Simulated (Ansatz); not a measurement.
C$_{4}$H$_{5}$ClO$_{2}$: several calculations on one system

**1. Relaxation**

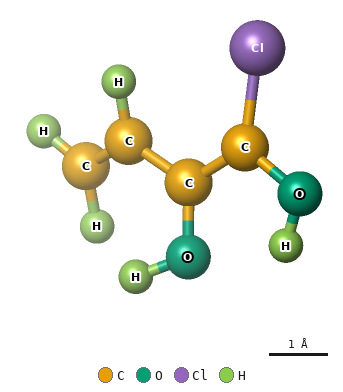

Starting structure of C4H5ClO2. Style: ball-and-stick. Shown from a free direction.

The run prepares an end point of a later path (torsion) calculation, from a guessed geometry.

Method: Ansatz, RKS PBE/6-31G*.

The input:
```yaml
crystal:
  periodic: [false, false, false]
  atoms:
    - { symbol: C, position_ang: [-0.1733, -2.1155, -0.0487] }
    - { symbol: C, position_ang: [0.3882, -0.9214, -0.3675] }
    - { symbol: C, position_ang: [-0.066, 0.4138, 0.0159] }
    - { symbol: O, position_ang: [-1.3092, 0.5756, 0.3339] }
    - { symbol: C, position_ang: [0.7436, 1.5046, 0.0506] }
    - { symbol: O, position_ang: [0.1888, 2.7413, 0.4382] }
    - { symbol: Cl, position_ang: [2.4536, 1.5095, -0.3084] }
    - { symbol: H, position_ang: [0.2367, -2.9977, -0.4045] }
    - { symbol: H, position_ang: [-1.1082, -2.1109, 0.598] }
    - { symbol: H, position_ang: [1.3168, -0.9802, -0.9196] }
    - { symbol: H, position_ang: [-1.8683, -0.2001, -0.0101] }
    - { symbol: H, position_ang: [-0.7259, 2.5259, 0.6561] }
basis:
  gaussian: { orbitals: "6-31G*" }
hamiltonian:
  xc: pbe
relax:
  f_tol: 0.015
  max_steps: 40
```

Command:
```bash
ansatz run input.yaml --threads 2 --pin off --max-ram 3072MiB --backend cpu --events-out ev --progress --plain --runs-dir out
```

Q: What does the optimiser find from here?

A: The largest move after the best rigid fit is that of O4, 0.27 Å. Largest moves by element: O 0.27 Å, H 0.20 Å, Cl 0.19 Å, C 0.14 Å. Some distances before and after: C3–O4 1.293 → 1.404 Å, C5–O6 1.410 → 1.353 Å, C1–H8 1.036 → 1.092 Å, C1–H9 1.137 → 1.095 Å. Among the angles between lasting bonds that change: O4–C3–C5 117.8° → 112.6°, H8–C1–H9 121.6° → 116.8°, C1–C2–H10 115.3° → 119.9°. Groups turn about C3–O4 by about 30°. Over 8 geometry steps the energy falls by 53.4 kJ/mol. The largest force component goes from 5.1 to 0.015 eV/Å.

History of the run:

| step | E − E(0), kJ/mol | largest force component, eV/Å |
| --- | --- | --- |
| 0 | 0.00 | 5.0591 |
| 1 | -39.37 | 1.8801 |
| 2 | -49.32 | 0.4716 |
| 3 | -51.58 | 0.2754 |
| 4 | -52.64 | 0.1780 |
| 5 | -52.98 | 0.2042 |
| 6 | -53.31 | 0.0877 |
| 7 | -53.38 | 0.0468 |
| 8 | -53.40 | 0.0150 |

Final geometry:

```xyz
12

C    -0.2261   -2.1068   -0.1019
C     0.4872   -0.9702   -0.2875
C     0.0303    0.3440    0.0934
O    -1.2735    0.5070    0.5893
C     0.7193    1.5235    0.0285
O     0.1631    2.7129    0.3554
Cl    2.3870    1.6523   -0.4138
H     0.1497   -3.0722   -0.4478
H    -1.1825   -2.1119    0.4310
H     1.4621   -1.0118   -0.7850
H    -1.8677    0.0032   -0.0093
H    -0.7719    2.4749    0.5817
```

After the run, drawn alike:

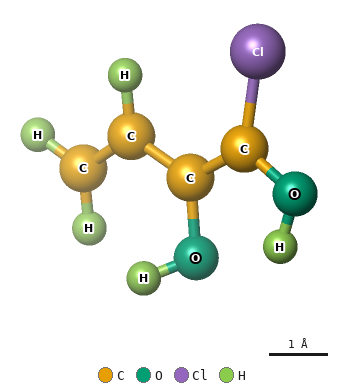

**2. Relaxation**

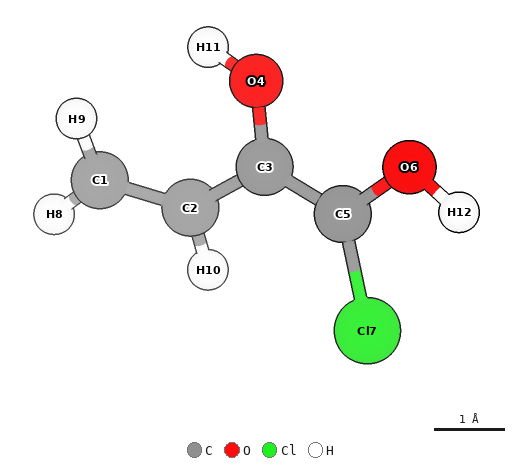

C₄H₅ClO₂, before the relaxation. Style: ball-and-stick. Shown at a tilt.

The run prepares an end point of a later path (torsion) calculation, from a guessed geometry.

The calculation used RKS PBE/6-31G* in Ansatz 0.2.0.

The input:
```yaml
crystal:
  periodic: [false, false, false]
  atoms:
    - { symbol: C, position_ang: [-0.1733, -2.1155, -0.0487] }
    - { symbol: C, position_ang: [0.3882, -0.9214, -0.3675] }
    - { symbol: C, position_ang: [-0.066, 0.4138, 0.0159] }
    - { symbol: O, position_ang: [-1.3092, 0.5756, 0.3339] }
    - { symbol: C, position_ang: [0.7436, 1.5046, 0.0506] }
    - { symbol: O, position_ang: [0.1888, 2.7413, 0.4382] }
    - { symbol: Cl, position_ang: [2.4536, 1.5095, -0.3084] }
    - { symbol: H, position_ang: [0.2367, -2.9977, -0.4045] }
    - { symbol: H, position_ang: [-1.1082, -2.1109, 0.598] }
    - { symbol: H, position_ang: [1.3168, -0.9802, -0.9196] }
    - { symbol: H, position_ang: [-1.8683, -0.2001, -0.0101] }
    - { symbol: H, position_ang: [0.92175, 3.36185, 0.34728] }
basis:
  gaussian: { orbitals: "6-31G*" }
hamiltonian:
  xc: pbe
relax:
  f_tol: 0.015
  max_steps: 40
```

Launched with:
```bash
ansatz run input.yaml --threads 2 --pin off --max-ram 3072MiB --backend cpu --events-out ev --progress --plain --runs-dir out
```

Question: Where does the relaxation end?

Answer: H12 moves most after the best rigid fit: 0.34 Å. Largest moves by element: H 0.34 Å, O 0.20 Å, C 0.11 Å, Cl 0.02 Å. Near-neighbour distances that change, for instance: C3–O4 1.293 → 1.381 Å, C1–H8 1.036 → 1.092 Å, C5–O6 1.410 → 1.356 Å, C1–H9 1.137 → 1.096 Å. Among the angles between lasting bonds that change: H8–C1–H9 121.6° → 116.4°, C5–O6–H12 103.9° → 108.3°, C3–O4–H11 110.5° → 106.0°. Groups turn about C5–O6 by about 25°. After 10 accepted moves (13 points after the start) the energy has fallen by 10.2 kcal/mol. Largest force component: 4.7 eV/Å at the start, 0.0073 eV/Å at the end. The line search rejected the trial steps at points 3, 8, 9 of the run. Cost: 29 s on 2 threads of Intel(R) Xeon(R) Platinum 8488C (Sapphire Rapids) (shared host), peak memory 0.18 GiB.

History of the run:

```tsv
step	E − E(0), kcal/mol	largest force component, eV/Å	note
0	0.00	4.7369	
1	-7.74	1.6592	
2	-9.50	0.4529	
3	-9.34	0.3358	rejected
4	-9.98	0.1101	
5	-10.09	0.1176	
6	-10.15	0.2137	
7	-10.15	0.2143	
8	-9.54	0.9785	rejected
9	-9.83	0.2912	rejected
10	-10.21	0.0245	
11	-10.21	0.0225	
12	-10.21	0.0243	
13	-10.21	0.0073
```

Final geometry:

```xyz
12

C    -0.2324   -2.0777   -0.1181
C     0.4726   -0.9368   -0.3004
C    -0.0039    0.3779    0.0906
O    -1.3076    0.5177    0.5249
C     0.7491    1.5181    0.0778
O     0.2622    2.7006    0.5273
Cl    2.4684    1.5077   -0.3207
H     0.1449   -3.0386   -0.4756
H    -1.1818   -2.0997    0.4288
H     1.4466   -0.9749   -0.7984
H    -1.8338   -0.1383    0.0185
H     0.7401    3.4250    0.0703
```

The end point in the same view:

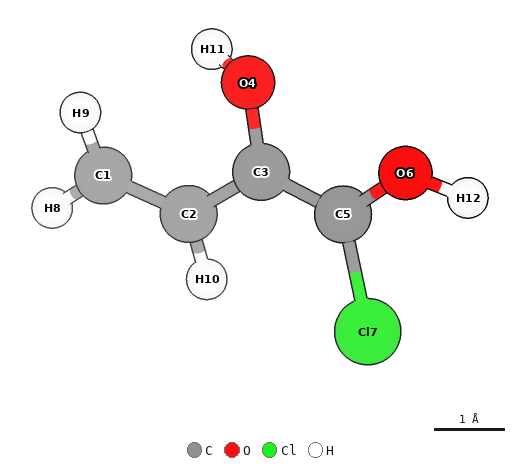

**3. Path**

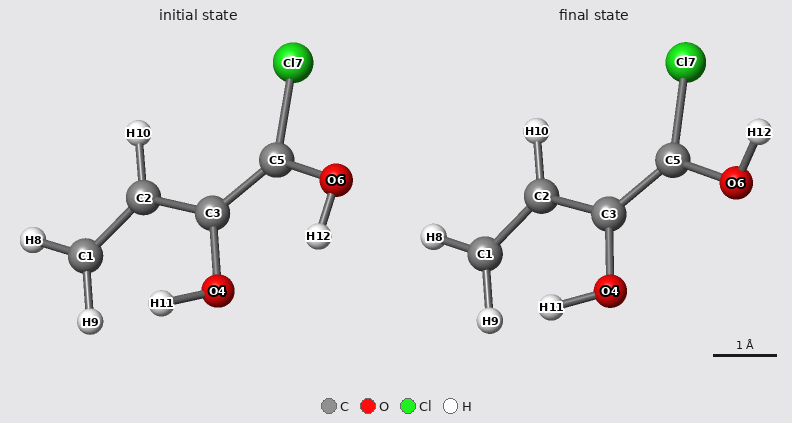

The two relaxed end points of a path for C₄H₅ClO₂. A ball-and-stick model, seen at a tilt.

The calculation used RKS PBE/6-31G* in Ansatz.

Set-up: 7 movable images; climbing image; force threshold 0.03 eV/Å; iteration limit 60.

Start:
```xyz
12

C    -0.2265   -2.1066   -0.1040
C     0.4871   -0.9699   -0.2884
C     0.0303    0.3439    0.0938
O    -1.2735    0.5066    0.5897
C     0.7195    1.5234    0.0300
O     0.1635    2.7125    0.3581
Cl    2.3874    1.6524   -0.4119
H     0.1492   -3.0718   -0.4508
H    -1.1829   -2.1121    0.4288
H     1.4620   -1.0113   -0.7859
H    -1.8677    0.0035   -0.0095
H    -0.7716    2.4744    0.5841
```

End:
```xyz
12

C    -0.1789   -2.1702   -0.1312
C     0.4186   -0.9675   -0.3002
C    -0.1666    0.2915    0.1250
O    -1.4702    0.3059    0.5813
C     0.4816    1.4945    0.1247
O    -0.1012    2.6199    0.6058
Cl    2.1881    1.6454   -0.2993
H     0.2765   -3.0864   -0.5141
H    -1.1134   -2.2875    0.4290
H     1.3838   -0.9088   -0.8132
H    -1.9442   -0.3847    0.0692
H     0.3027    3.3928    0.1569
```

### What barrier does the band find between them, and by what path?

Forward barrier 5.50 kcal/mol, backward barrier 1.12 kcal/mol, with image 4 at the top; the reaction energy is +4.38 kcal/mol. The motion is a rotation about the C5–O6 bond by about 210°. No bond forms or breaks between the ends. Among the angles between lasting bonds that change up to the highest image: C5–O6–H12 103.4° → 109.5°, O4–C3–C5 112.6° → 115.9°. The band is converged.

Energies of the converged images:

```csv
image,path (Å),E (kcal/mol)
0,0.00,0.00
1,0.32,0.82
2,0.64,2.92
3,0.97,4.87
4,1.29,5.50
5,1.68,4.92
6,2.07,4.48
7,2.47,4.66
8,2.86,4.38
```

The geometry at the top of the path:

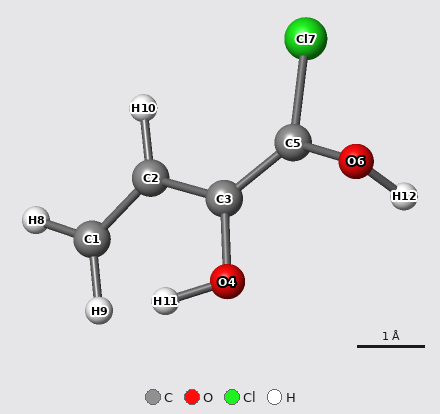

Cost: 2.5 min on 2 threads of Intel(R) Xeon(R) Platinum 8488C (Sapphire Rapids), on a shared host, peak memory 0.18 GiB.
